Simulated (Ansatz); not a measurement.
**SiHBr (SMILES [SiH]Br): BCCD(T)/STO-3G**

Aim: the vertical singlet–triplet gap of SiHBr at BCCD(T)/STO-3G, from 2 runs. 

The calculation is run with Ansatz 0.2.0.

57 further runs of the same task are left out: 11 that didn't finish, 46 set aside as unsound or not needed.

### Step 1. Starting point

The species is SiHBr (3 atoms), meant as a singlet with charge 0. SMILES: `[SiH]Br`. The shape is that of a PBE0-D4/def2-TZVP optimisation.

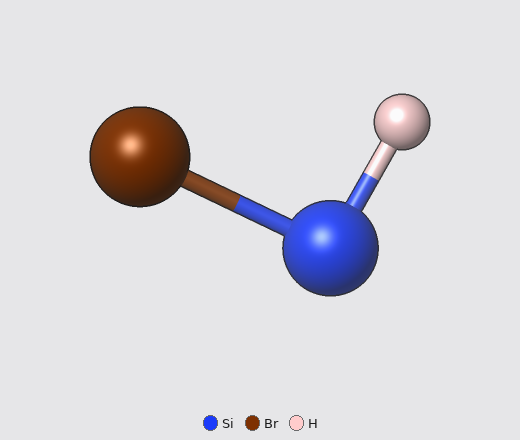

The structure, seen from a chosen angle (silicon blue, bromine brown, hydrogen pink).

### Step 2. The energy at BCCD(T)/STO-3G

Contents of job.yaml:

```yaml
crystal:
  periodic: [false, false, false]
  atoms:
    - symbol: Si
      position_ang: [-0.624700, 0.521900, -0.296100]
    - symbol: Br
      position_ang: [1.340900, 0.401500, 0.781400]
    - symbol: H
      position_ang: [-0.727100, -0.988300, -0.498600]
basis:
  gaussian:
    orbitals: STO-3G
correlation:
  method: bccd_t
  frozen_orbitals: {Br: 9, H: 0, Si: 5}
accuracy: high
scf:
  omitted_lower_state_checks: [cluster_reference, increment]
```

Launch:

```console
$ ansatz run job.yaml --threads 1 --pin off --max-ram 2610MiB --events-out events.jsonl --progress --plain --runs-dir runs
```

What it wrote, shortened:

```text
Warning: RAYON_NUM_THREADS=1 ignored (pool sized by the plan → 1); use --threads N
Functional definition: HF
  name "HF"
[...]
394 factors; integrals over basis functions are off by at most 5.6e-8 eV
[...]
mean field -77030.84848475 eV, -2830.8314684302 hartree, gradient 7.9e-8 eV, S^2 0.000000; 0 other end points of the search recorded, 0 dependent functions left out
14 core orbitals not correlated: weight in the atoms' cores, before any rotation towards them, 1.000 or more for the frozen orbitals, at most 0.000 for the correlated occupied ones
reference -77030.84848475 eV, -2830.8314684302 hartree; 11, 11 occupied and 3, 3 virtual orbitals, 394 factors
second order -0.98321106 eV of doubles, -0.00000000 eV of singles
cycle   1  -1.24667214 eV  change   -2.6e-1 eV  update   6.5e-2
[...]
cycle  20  -1.42843912 eV  change   1.1e-10 eV  update   1.2e-9
perturbative correction -0.04217741 eV, -0.0015499913 hartree
Total energy: -77032.31910128 eV, -2830.8855125909 hartree
Checks for a lower state left out: cluster_reference, increment
```

It took 0.4 s on 1 thread of Arm Neoverse V1, shared host.

### Step 3. The triplet, same level

Contents of run.yaml:

```yaml
crystal:
  periodic: [false, false, false]
  atoms:
    - {symbol: Si, position_ang: [-0.624700, 0.521900, -0.296100]}
    - {symbol: Br, position_ang: [1.340900, 0.401500, 0.781400]}
    - {symbol: H, position_ang: [-0.727100, -0.988300, -0.498600]}
basis:
  gaussian: {orbitals: STO-3G}
magnetization: {spin_polarized: true, initial_magnetization: 2}
correlation: {method: bccd_t, frozen_orbitals: {Br: 9, H: 0, Si: 5}}
accuracy: high
scf: {omitted_lower_state_checks: [cluster_reference, increment]}
```

Launch:

```console
$ ansatz run run.yaml --threads 1 --pin off --max-ram 2610MiB --events-out events.jsonl --progress --plain --runs-dir runs
```

What it wrote, shortened:

```text
Warning: RAYON_NUM_THREADS=1 ignored (pool sized by the plan → 1); use --threads N
Functional definition: HF
  name "HF"
[...]
394 factors; integrals over basis functions are off by at most 5.6e-8 eV
[...]
mean field -77029.36879171 eV, -2830.7770907139 hartree, gradient 9.7e-9 eV, S^2 2.003180; 0 other end points of the search recorded, 0 dependent functions left out
14 core orbitals not correlated: weight in the atoms' cores, before any rotation towards them, 1.000 or more for the frozen orbitals, at most 0.000 for the correlated occupied ones
reference -77029.36879171 eV, -2830.7770907139 hartree; 12, 10 occupied and 2, 4 virtual orbitals, 394 factors
second order -0.68435073 eV of doubles, -0.00000000 eV of singles
cycle   1  -0.89636559 eV  change   -2.1e-1 eV  update   5.2e-2
[...]
cycle  24  -1.04501788 eV  change   -1.3e-9 eV  update   2.0e-9
perturbative correction -0.02445726 eV, -0.0008987879 hartree
Total energy: -77030.43826686 eV, -2830.8163932008 hartree
Checks for a lower state left out: cluster_reference, increment
```

Wall time 0.54 s (1 thread of Arm Neoverse V1, shared host).

### Step 4. Summary of results

Level: BCCD(T)/STO-3G, 14 core orbitals frozen.

```
                                             quantity           value
                                singlet: total energy  -2830.88551 Eh
singlet: correlation energy (14 core orbitals frozen)       -54.0 mEh
                              singlet: (T) correction       -1.55 mEh
                                triplet: total energy  -2830.81639 Eh
triplet: correlation energy (14 core orbitals frozen)       -39.3 mEh
                              triplet: (T) correction       -0.90 mEh
           triplet: ⟨S²⟩ of the reference determinant           2.003
     vertical energy of the triplet above the singlet        1.881 eV
```

What this shows: At this shape the triplet lies 1.88 eV (43 kcal/mol) above the singlet. In a minimal basis such a difference can be off by several eV, whatever the method. The triples (singlet) make up 2.9 % of the correlation energy. The triples (triplet) make up 2.3 % of the correlation energy.
